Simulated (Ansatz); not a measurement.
# Na2LiBrCl2: complex band structure, part 3 of 3

Aim: relax a made-up compound, Na2LiBrCl2, and see how good a tunnel barrier it would be. It is built by putting Li for part of the Na in the Na3BrCl2 structure of space group P-3m1, with the volume rescaled by atomic radii. The parent structure comes from the Materials Project.

Ansatz 0.2.0; PBE DFT, plane waves, PAW files (the session's first sound run).

So far, gap on path (eV): step 3 (the bulk crystal and its band edges, PBE) 4.27; step 7 (PBE norm-conserving, cutoff 1197.3 eV) 4.27.

The structure was built from a prototype and need not be the compound's stable phase.

**9. A check of the settings: scf.eigensolver.kind = "davidson"**

This step: PBE DFT, plane waves, PAW files; complex bands by layer matching along the plane's normal; changed: scf.eigensolver.kind = "davidson" (Ansatz 0.2.0).

This run repeats an earlier one, its twin (the complex run, plane (100)), with one setting changed (scf.eigensolver.kind; files written aside). It is meant to test whether the numerical route changes the result or only the time. Where the input is shown as a difference, that is against the step before, not the twin.

input.yaml reads:

```yaml
crystal:
  lattice:
    - [3.974265399, 0.0, 0.0]
    - [0.0, 9.847225979, 0.0]
    - [1.9871327, 0.0, 3.441814797]
  atoms:
    - { symbol: Li, position: [0.0, 0.5, 0.0] }
    - { symbol: Na, position: [0.3333333333, 0.1866764035, 0.3333333333] }
    - { symbol: Na, position: [0.6666666667, 0.8133235965, 0.6666666667] }
    - { symbol: Br, position: [0.0, 0.0, 0.0] }
    - { symbol: Cl, position: [0.3333333333, 0.6438957716, 0.3333333333] }
    - { symbol: Cl, position: [0.6666666667, 0.3561042284, 0.6666666667] }
kpoints:
  mp_grid: { grid: [8, 4, 8] }
scf:
  occupations: { method: fixed }
  eigensolver: { kind: davidson }
hamiltonian:
  xc: pbe
output:
  eigenvalues: true
  transmission:
    leads: [[0, 0]]
    kpoints: [[0.0, 0.0], [0.5, 0.0]]
    e_range: [-1.0, 5.27]
    de: 0.16
```

Started as:

```
ansatz run input.yaml --threads 2 --pin off --max-ram 4096MiB --backend cpu --events-out ev --progress --plain --runs-dir out
```

Numbers of over 12 decimals in the logs are rounded to 6 here.

The program printed:

```text
[...]
davidson cushion auto → on  (no smearing: the cushion is to keep the highest requested band from converging to the state above it; pin scf.eigensolver.cushion to override)
Crystal: 6 atoms, lattice volume = 134.697 Å³
Basis set: ecut = 420 eV, 2661 PW (Γ)
Bands: 27, of which v1, the nominal top of the filled ones, is band 21 counted from 1 (20 counted from 0)
Symmetry: 12 space group operations
[...]
k-points: 35 of 256
[...]
SCF iter   1: F=—  HF=-8129.981271 eV  |F-HF|=—  |Δ(HF+E_count)|=         —  Δρ=3.28e-4  dr2=1.57e-4  ethr=1.77e-3  ⟨swp⟩=11.2  Hψ=4468  notcnv=0
[...]
SCF iter   6: F=-8129.981858 eV  HF=-8129.981858 eV  |F-HF|=6.20e-10  |Δ(HF+E_count)|=   1.13e-8  Δρ=1.50e-6  dr2=1.77e-9  ethr=5.61e-11  ⟨swp⟩=3.9  Hψ=2959  notcnv=0
SCF 1 converged in 6 iterations: F = -8129.981858 eV  dr2 = 1.77e-9
[...]
transmission: 6 of 12 steps passed
transmission: 12 of 12 steps passed
SCF converged after 6 iterations
Free energy (F): -8129.981858 eV
[...]
Internal energy: -8129.981858 eV  (E = F + TS)
E sigma→0 (E₀):  -8129.981858 eV
Fermi energy:    1.817372 eV
[...]
--- Band table (eV; the first three rows and the last of 35) ---
  k-point 0: bands = [... 17 lower, 0.8384, 1.1872, 1.8174, 1.8174, 6.0910, 7.5466, 8.1284, 10.6160, ... 2 higher]
  k-point 1: bands = [... 17 lower, 0.8303, 1.1562, 1.4235, 1.7439, 6.5387, 7.9382, 8.6027, 10.3312, ... 2 higher]
  k-point 2: bands = [... 17 lower, 0.7198, 0.7728, 1.0584, 1.5761, 7.4312, 8.5597, 9.2414, 9.7068, ... 2 higher]
  k-point 34: bands = [... 17 lower, 0.4503, 0.5976, 0.6488, 0.8754, 8.9640, 9.2326, 9.7020, 10.0883, ... 2 higher]
--- Transmission ---
  basis      : 345 plane waves across, 6 finite elements along
  points     : 2, as listed
[...]
channels       : 0.000000e0 a spin
[...]
slowest decay  : 0.3263 /Å at (0.0000, 0.0000)
```

It took 81 s on 2 threads of Arm Neoverse V1, shared host; peak memory 1.2 GiB.

Numbers from this step:

| Item | Value |
| --- | --- |
| free energy | -8129.9819 eV |
| Fermi energy | 1.817 eV |
| decay constant at the filling level, zone centre | 0.3262 Å⁻¹ |
| decay constant at the filling level, slowest listed point | 0.3263 Å⁻¹ |

K parallel (0, 0); values up to 1.5 1/Å, a degenerate pair printed once or twice; energies at which all values exceed this have no row. Im kz of the slowest decaying states against energy, zero at the highest filled level on the SCF mesh:

```tsv
energy (eV)	decay 1 (Å⁻¹)	decay 2 (Å⁻¹)	decay 3 (Å⁻¹)	decay 4 (Å⁻¹)
-1.00	0.158	0.172	0.306	0.593
-0.04	0.370	0.557	0.683	0.826
0.92	0.274	0.439	0.592	0.625
2.04	0.326	0.456	0.636	0.713
3.00	0.299	0.437	0.610	0.745
3.96	0.172	0.391	0.556	0.754
4.92	0.286	0.325	0.467	0.701
```

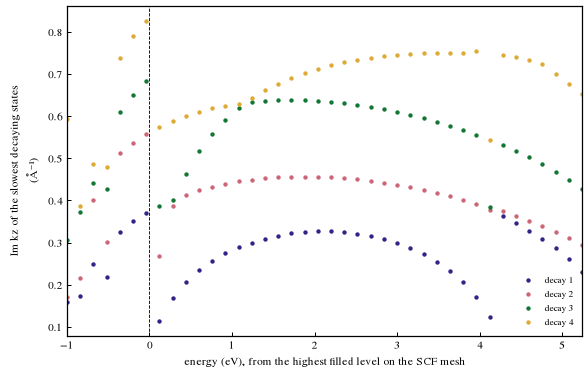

Im kz of the slowest decaying states against energy.

K parallel (0.5, 0); values up to 1.5 1/Å, a degenerate pair printed once or twice; energies at which all values exceed this have no row. The Im kz of the slowest decaying states by energy, zero at the highest filled level on the SCF mesh:

```tsv
energy (eV)	decay 1 (Å⁻¹)	decay 2 (Å⁻¹)	decay 3 (Å⁻¹)	decay 4 (Å⁻¹)
-1.00	0.0810	0.340	1.28	1.36
-0.04	0.271	0.468	0.580	0.691
0.92	0.404	0.529	0.607	0.914
2.04	0.451	0.545	0.604	0.972
3.00	0.452	0.529	0.578	0.863
3.96	0.428	0.488	0.533	0.751
4.92	0.378	0.415	0.461	0.620
```

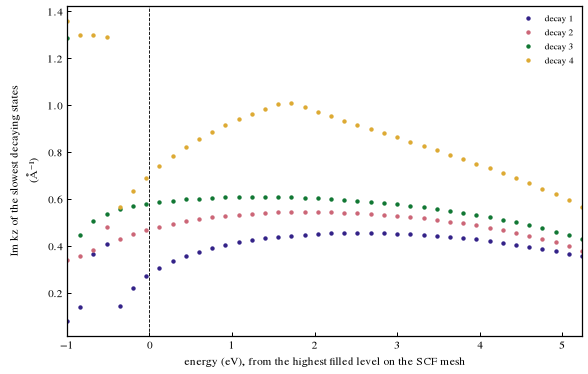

Im kz of the slowest decaying states, plotted against energy.

The energy agrees with the twin's within 2e-6 eV and the result to the printed digits, after as many cycles: the change makes no difference here.

**10. Summary of results**

```json
{
  "band gap": "4.27 eV",
  "least decay constant at mid-gap, normal to (100)": "0.326 Å⁻¹",
  "least decay constant at mid-gap, normal to (001)": "0.344 Å⁻¹",
  "least decay constant on a mesh, normal to (100)": "0.327 Å⁻¹"
}
```

**Reading.** With PBE, the slowest decay at the wavevectors tried is κ = 0.326 Å⁻¹, normal to (100). Through such a film the transmission near mid-gap falls as exp(−2κd), a factor of ten every 3.5 Å. The directions tried decay at nearly the same rate. A free electron under a barrier of half the gap would need a mass of 0.19 mₑ to decay at this rate. The compound is made up by substitution; its stability against other phases and against distortions of the cell's symmetry was not tested. A semilocal functional narrows gaps, so real decay constants are likely larger.

[Logs are printed without paths, hosts, clocks, repeated set-up lines and the standing remarks that a program may print on its own settings, such as how far it seeks lower states.]

[Hosts, paths, dates, database ids (printed as entryN), source tags and the programs' standing remarks are cut or masked in the printed files.]

[New means built here by substitution; the compound itself may be known and measured.]
